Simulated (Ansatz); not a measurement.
Run report: AlBH4Cl2O2, geometry relaxation (part 1 of 2)

- system: AlBH4Cl2O2
- method: RKS PBE0/def2-SVP (Ansatz 0.2.0)

The input holds or restrains some coordinates. It belongs to a series of runs on one base structure; here: pulled along the bonds that form and break, towards end A. Figures and captions count atoms from 1; the log counts them from 0 in places.

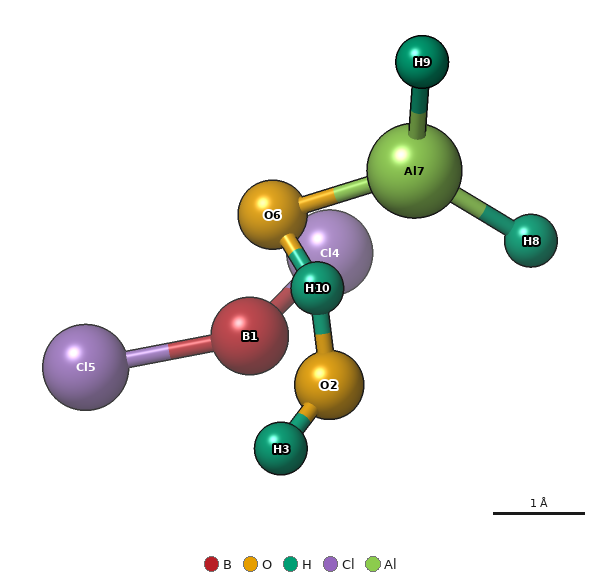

**Figure 1.** The starting structure (ball-and-stick view, seen at a tilt; atoms are numbered from 1 in the order of the input). Sticks mark near contacts. Bond lengths as drawn: Al–H 1.56 Å, Al–O 1.78 Å, B–Cl 1.86 Å and H–O 1.01 to 1.12 Å.

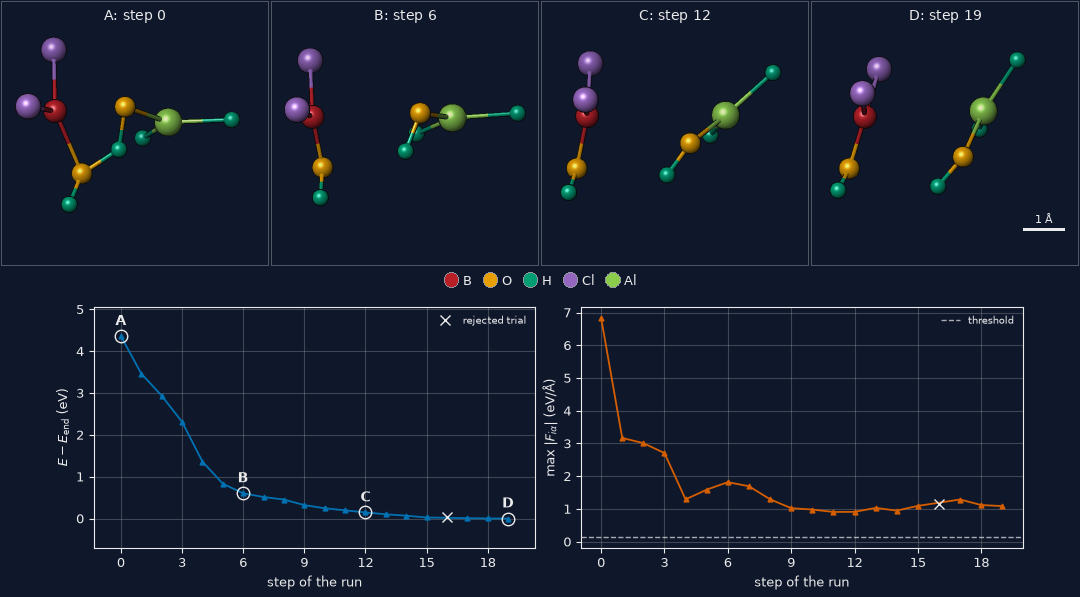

**Figure 2.** Frames of the restrained relaxation (ball-and-stick view, seen at a tilt) above the curves, on which the letters mark them (the first geometry is step 0 here and step 1 in the log).

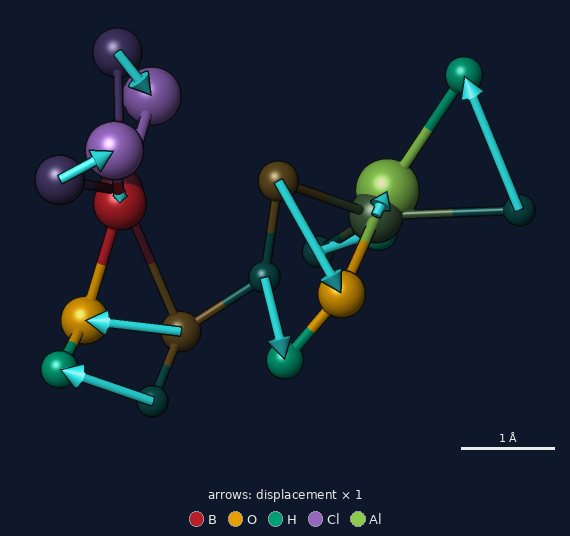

**Figure 3.** Start (faint) and end (solid) with the displacements as teal arrows, at true length (ball-and-stick view, seen at a tilt). The two geometries are laid on each other by the best rigid fit. Over 19 geometry steps the energy falls by 4.360 eV. Largest force component: 6.8 eV/Å at the start, 1.1 eV/Å at the end. The line search rejected the trial step at point 16 (counted from 0) and went back. The largest move after the best rigid fit is that of H9, 1.59 Å. By element the largest moves are H 1.59 Å, O 1.42 Å, Cl 0.67 Å, Al 0.32 Å, B 0.15 Å. Among the contacts that change: O2–H10 1.098 → 2.217 Å, B1–O2 1.760 → 1.371 Å, O6–H10 1.123 → 0.981 Å, B1–Cl5 1.860 → 1.743 Å. Bonds break: O2–H10 (1.10 → 2.22 Å). Among the angles that change: Al7–O6–H10 67.1° → 116.8°, O6–Al7–H9 120.0° → 115.0°, H8–Al7–H9 120.0° → 124.3°. (Atoms are counted from 1 in the order of the input.)

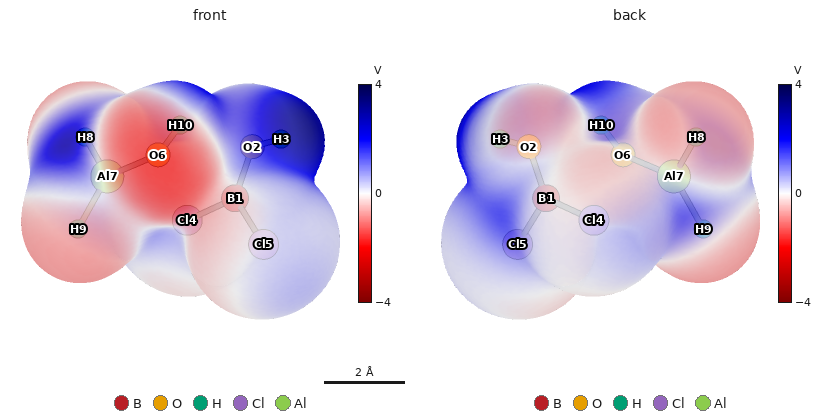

**Figure 4.** The molecular electrostatic potential painted on the density surface at 0.002 e/bohr³, seen face on and from behind; the colour scale runs from red (negative) to blue (positive). A positive charge is drawn to the negative regions and a negative charge to the positive ones.

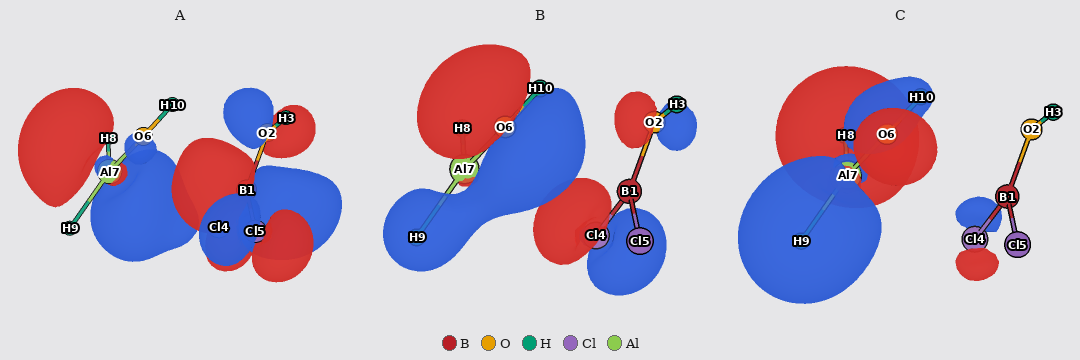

**Figure 5.** Three frontier orbitals at ±0.08 Å⁻³ᐟ² (blue and red are the two phases). B is the HOMO−1 (−8.79 eV). C is the HOMO (−7.99 eV). Its weight (Hirshfeld) is mainly on H8 (35 %), Al7 (30 %), H9 (25 %) and O6 (10 %). A is the LUMO (−0.77 eV). By Hirshfeld shares it lies mainly on B1 (35 %), Al7 (25 %), Cl5 (15 %), Cl4 (10 %) and O2 (10 %). The HOMO–LUMO gap is 7.22 eV between the orbital energies.

The input that produced these results follows, with the program's output.

**The input**
```yaml
crystal:
  periodic: [false, false, false]
  atoms:
    - { symbol: B, position_ang: [0.0, 0.0, 0.0] }
    - { symbol: O, position_ang: [0.0, 0.0, 1.76] }
    - { symbol: H, position_ang: [-0.9095, -0.2814, 2.0971] }
    - { symbol: Cl, position_ang: [1.6108, 0.0, -0.93] }
    - { symbol: Cl, position_ang: [-1.6108, 0.0, -0.93] }
    - { symbol: O, position_ang: [0.3647, 1.5813, 0.5392] }
    - { symbol: Al, position_ang: [1.6311, 1.9902, 1.7213] }
    - { symbol: H, position_ang: [2.5584, 0.8716, 2.2893] }
    - { symbol: H, position_ang: [1.8137, 3.4671, 2.1893] }
    - { symbol: H, position_ang: [0.2407, 1.0435, 1.5173] }
basis:
  gaussian: { orbitals: def2-SVP }
hamiltonian:
  xc: pbe0
relax:
  f_tol: 0.15
  max_steps: 25
  restrain:
    - { distance: [0, 5], at: 2.61, k: 30.0 }
    - { distance: [9, 1], at: 2.21, k: 30.0 }
    - { distance: [0, 1], at: 1.41, k: 30.0 }
    - { distance: [9, 5], at: 1.01, k: 30.0 }
output:
  orbitals: {}
```

Launch command:
```bash
ansatz run input.yaml --threads 4 --pin off --max-ram 5120MiB --backend cpu --events-out ev --progress --plain --runs-dir out
```

**Log**
```
The last accepted step is kept in [file] (removed where the run ends without a failure and the disk answers)
Engine: ansatz 0.2.0, x86_64-unknown-linux-gnu
Functional definition: PBE0
  parameter a = 0.25
  parameter kappa = 0.804
  parameter beta = 0.06672455060314922
  exchange = (1 - a)*pbe_x(kappa = kappa, mu = beta*pi^2/3) + a*exact_x
  correlation = pbe_c(beta = beta)
1191 factors; integrals over basis functions are off by at most 3.6e-4 eV
mean field evaluation 1: about -36441.4608 eV, gradient 5.9e1 eV
mean field evaluation 2: about -36421.0657 eV, gradient 1.2e2 eV
mean field evaluation 4: about -36447.8400 eV, gradient 9.4e0 eV
mean field evaluation 8: about -36448.0513 eV, gradient 3.5e-1 eV
mean field evaluation 16: about -36448.0517 eV, gradient 3.5e-5 eV
mean field -36448.05167125 eV, -1339.4411935417 hartree, gradient 7.3e-6 eV, S^2 0.000000; 0 other end points of the search recorded, 0 dependent functions left out
the calculation of the forces begins
reference -36448.05170187 eV, -1339.4411946670 hartree; 36, 36 occupied and 80, 80 virtual orbitals, 1191 factors
relax step   1: F+E_penalty+E_count = -36448.05167125 eV  Δ(F+E_penalty+E_count) = +0.000e0 eV  max|allowed force component| = 6.837e0 eV/Å  E_restraint = 32.72428159 eV  max|allowed force component, restraints' pulls added| = 3.854e1 eV/Å  Δτ_max = 0.0000 Å  (29 SCF iters, accepted)
  distance B 0 - O 5 = 1.7100 Å
  distance H 9 - O 1 = 1.0981 Å
  distance B 0 - O 1 = 1.7600 Å
  distance H 9 - O 5 = 1.1231 Å
these checks for a lower state are left out or cut short: starts, cluster_reference, orbital_swaps, neighbouring_geometries, increment
1191 factors; integrals over basis functions are off by at most 4.6e-4 eV
mean field -36448.94810077 eV, -1339.4741367190 hartree, gradient 1.1e-5 eV, S^2 0.000000; 0 other end points of the search recorded, 0 dependent functions left out
[... from here on the field's lines of each further geometry are left out, up to the last ...]
relax step   2: F+E_penalty+E_count = -36448.94810077 eV  Δ(F+E_penalty+E_count) = -8.964e-1 eV  max|allowed force component| = 3.169e0 eV/Å  E_restraint = 16.91934779 eV  max|allowed force component, restraints' pulls added| = 2.471e1 eV/Å  Δτ_max = 0.1931 Å  (36 SCF iters, accepted)
relax step   3: F+E_penalty+E_count = -36449.47576136 eV  Δ(F+E_penalty+E_count) = -5.277e-1 eV  max|allowed force component| = 3.011e0 eV/Å  E_restraint = 5.67998362 eV  max|allowed force component, restraints' pulls added| = 1.409e1 eV/Å  Δτ_max = 0.1949 Å  (36 SCF iters, accepted)
relax step   4: F+E_penalty+E_count = -36450.10017029 eV  Δ(F+E_penalty+E_count) = -6.244e-1 eV  max|allowed force component| = 2.707e0 eV/Å  E_restraint = 0.76893616 eV  max|allowed force component, restraints' pulls added| = 4.813e0 eV/Å  Δτ_max = 0.1949 Å  (30 SCF iters, accepted)
relax step   5: F+E_penalty+E_count = -36451.04971760 eV  Δ(F+E_penalty+E_count) = -9.495e-1 eV  max|allowed force component| = 1.292e0 eV/Å  E_restraint = 0.03460975 eV  max|allowed force component, restraints' pulls added| = 1.637e0 eV/Å  Δτ_max = 0.1941 Å  (30 SCF iters, accepted)
relax step   6: F+E_penalty+E_count = -36451.57969344 eV  Δ(F+E_penalty+E_count) = -5.300e-1 eV  max|allowed force component| = 1.590e0 eV/Å  E_restraint = 0.02819037 eV  max|allowed force component, restraints' pulls added| = 1.381e0 eV/Å  Δτ_max = 0.1947 Å  (30 SCF iters, accepted)
relax step   7: F+E_penalty+E_count = -36451.80863338 eV  Δ(F+E_penalty+E_count) = -2.289e-1 eV  max|allowed force component| = 1.818e0 eV/Å  E_restraint = 0.02938322 eV  max|allowed force component, restraints' pulls added| = 1.504e0 eV/Å  Δτ_max = 0.1947 Å  (30 SCF iters, accepted)
relax step   8: F+E_penalty+E_count = -36451.89734168 eV  Δ(F+E_penalty+E_count) = -8.871e-2 eV  max|allowed force component| = 1.693e0 eV/Å  E_restraint = 0.02670483 eV  max|allowed force component, restraints' pulls added| = 1.272e0 eV/Å  Δτ_max = 0.2000 Å  (31 SCF iters, accepted)
relax step   9: F+E_penalty+E_count = -36451.95783945 eV  Δ(F+E_penalty+E_count) = -6.050e-2 eV  max|allowed force component| = 1.296e0 eV/Å  E_restraint = 0.01856832 eV  max|allowed force component, restraints' pulls added| = 1.077e0 eV/Å  Δτ_max = 0.1974 Å  (30 SCF iters, accepted)
relax step  10: F+E_penalty+E_count = -36452.09121742 eV  Δ(F+E_penalty+E_count) = -1.334e-1 eV  max|allowed force component| = 1.024e0 eV/Å  E_restraint = 0.02350032 eV  max|allowed force component, restraints' pulls added| = 4.818e-1 eV/Å  Δτ_max = 0.2000 Å  (30 SCF iters, accepted)
relax step  11: F+E_penalty+E_count = -36452.16597458 eV  Δ(F+E_penalty+E_count) = -7.476e-2 eV  max|allowed force component| = 9.820e-1 eV/Å  E_restraint = 0.02653299 eV  max|allowed force component, restraints' pulls added| = 2.631e-1 eV/Å  Δτ_max = 0.2000 Å  (30 SCF iters, accepted)
relax step  12: F+E_penalty+E_count = -36452.21544962 eV  Δ(F+E_penalty+E_count) = -4.948e-2 eV  max|allowed force component| = 9.082e-1 eV/Å  E_restraint = 0.02878629 eV  max|allowed force component, restraints' pulls added| = 2.329e-1 eV/Å  Δτ_max = 0.1947 Å  (30 SCF iters, accepted)
relax step  13: F+E_penalty+E_count = -36452.26726627 eV  Δ(F+E_penalty+E_count) = -5.182e-2 eV  max|allowed force component| = 9.111e-1 eV/Å  E_restraint = 0.03041880 eV  max|allowed force component, restraints' pulls added| = 2.133e-1 eV/Å  Δτ_max = 0.2000 Å  (30 SCF iters, accepted)
relax step  14: F+E_penalty+E_count = -36452.30949464 eV  Δ(F+E_penalty+E_count) = -4.223e-2 eV  max|allowed force component| = 1.032e0 eV/Å  E_restraint = 0.02846422 eV  max|allowed force component, restraints' pulls added| = 2.945e-1 eV/Å  Δτ_max = 0.1962 Å  (30 SCF iters, accepted)
relax step  15: F+E_penalty+E_count = -36452.34431006 eV  Δ(F+E_penalty+E_count) = -3.482e-2 eV  max|allowed force component| = 9.485e-1 eV/Å  E_restraint = 0.02854837 eV  max|allowed force component, restraints' pulls added| = 2.988e-1 eV/Å  Δτ_max = 0.1956 Å  (30 SCF iters, accepted)
relax step  16: F+E_penalty+E_count = -36452.38658091 eV  Δ(F+E_penalty+E_count) = -4.227e-2 eV  max|allowed force component| = 1.095e0 eV/Å  E_restraint = 0.03137512 eV  max|allowed force component, restraints' pulls added| = 3.162e-1 eV/Å  Δτ_max = 0.1943 Å  (30 SCF iters, accepted)
relax step  17: F+E_penalty+E_count = -36452.36846708 eV  Δ(F+E_penalty+E_count) = +1.811e-2 eV  max|allowed force component| = 1.153e0 eV/Å  E_restraint = 0.03268024 eV  max|allowed force component, restraints' pulls added| = 5.795e-1 eV/Å  Δτ_max = 0.1941 Å  (30 SCF iters, rejected (line search))
relax step  18: F+E_penalty+E_count = -36452.40242366 eV  Δ(F+E_penalty+E_count) = -1.584e-2 eV  max|allowed force component| = 1.288e0 eV/Å  E_restraint = 0.03463925 eV  max|allowed force component, restraints' pulls added| = 3.052e-1 eV/Å  Δτ_max = 0.0970 Å  (30 SCF iters, accepted)
relax step  19: F+E_penalty+E_count = -36452.40960402 eV  Δ(F+E_penalty+E_count) = -7.180e-3 eV  max|allowed force component| = 1.119e0 eV/Å  E_restraint = 0.03725929 eV  max|allowed force component, restraints' pulls added| = 1.765e-1 eV/Å  Δτ_max = 0.0785 Å  (30 SCF iters, accepted)
the calculation of the forces begins
reference -36452.41168692 eV, -1339.6014211622 hartree; 36, 36 occupied and 80, 80 virtual orbitals, 1191 factors
relax step  20: F+E_penalty+E_count = -36452.41165557 eV  Δ(F+E_penalty+E_count) = -2.052e-3 eV  max|allowed force component| = 1.088e0 eV/Å  E_restraint = 0.03649982 eV  max|allowed force component, restraints' pulls added| = 8.381e-2 eV/Å  Δτ_max = 0.0311 Å  (31 SCF iters, accepted)
  distance B 0 - O 5 = 2.6038 Å
  distance H 9 - O 1 = 2.2169 Å
  distance B 0 - O 1 = 1.3710 Å
  distance H 9 - O 5 = 0.9813 Å
1191 factors; integrals over basis functions are off by at most 4.9e-4 eV
mean field evaluation 160: about -36452.3508 eV, gradient 1.2e0 eV
mean field -36452.41165557 eV, -1339.6014200100 hartree, gradient 1.5e-5 eV, S^2 0.000000; 1 other end points of the search recorded, 0 dependent functions left out
the calculation of the forces begins
reference -36452.41168692 eV, -1339.6014211622 hartree; 36, 36 occupied and 80, 80 virtual orbitals, 1191 factors
Total energy: -36452.41168692 eV, -1339.6014211622 hartree
Atom 0 at    -0.045933    -0.047134     0.087392 Å, force    -0.239736    -0.516442     1.087695 eV/Å
Atom 1 at    -0.411601    -0.811663     1.165032 Å, force     0.219984     0.462547    -1.062173 eV/Å
Atom 2 at    -1.370079    -0.934589     1.206064 Å, force     0.083806     0.029041     0.004707 eV/Å
Atom 3 at     1.715017     0.105886    -0.228744 Å, force    -0.054493    -0.011390     0.015885 eV/Å
Atom 4 at    -1.182869     0.567137    -1.082818 Å, force    -0.022707     0.006960    -0.037526 eV/Å
Atom 5 at     0.152391     1.830857     1.880043 Å, force    -0.172217    -0.897349     0.333823 eV/Å
Atom 6 at     1.845773     2.139043     1.619228 Å, force    -0.000866     0.024530    -0.023077 eV/Å
Atom 7 at     2.911261     1.452508     2.576370 Å, force    -0.001886     0.004188     0.000712 eV/Å
Atom 8 at     2.163208     3.354682     0.655756 Å, force    -0.011076    -0.015789     0.009608 eV/Å
Atom 9 at    -0.078068     1.015574     2.375179 Å, force     0.199191     0.913704    -0.329654 eV/Å
Dipole moment:    -0.427368    -0.494477     0.024316 e Å
```

**Trajectory as extended XYZ (Å, eV, eV/Å), 20 frames, from step=1 to step=20**
```
10
Properties=species:S:1:pos:R:3:forces:R:3 step=1 energy=-36448.05167
B     0.0000    0.0000    0.0000    1.1125   4.9905   1.0699
O     0.0000    0.0000    1.7600   -3.0300  -6.8372   0.6732
H    -0.9095   -0.2814    2.0971    1.7142   0.5214  -0.3779
Cl    1.6108    0.0000   -0.9300   -0.7972  -2.1499   0.0489
Cl   -1.6108    0.0000   -0.9300    1.7035  -0.6358   1.3960
O     0.3647    1.5813    0.5392    0.3948   2.4754  -0.9773
Al    1.6311    1.9902    1.7213    1.7786   1.1939  -0.9415
H     2.5584    0.8716    2.2893    0.1346  -0.1909   0.0818
H     1.8137    3.4671    2.1893   -0.2164   0.3380   0.0196
H     0.2407    1.0435    1.5173   -2.7946   0.2946  -0.9927
```
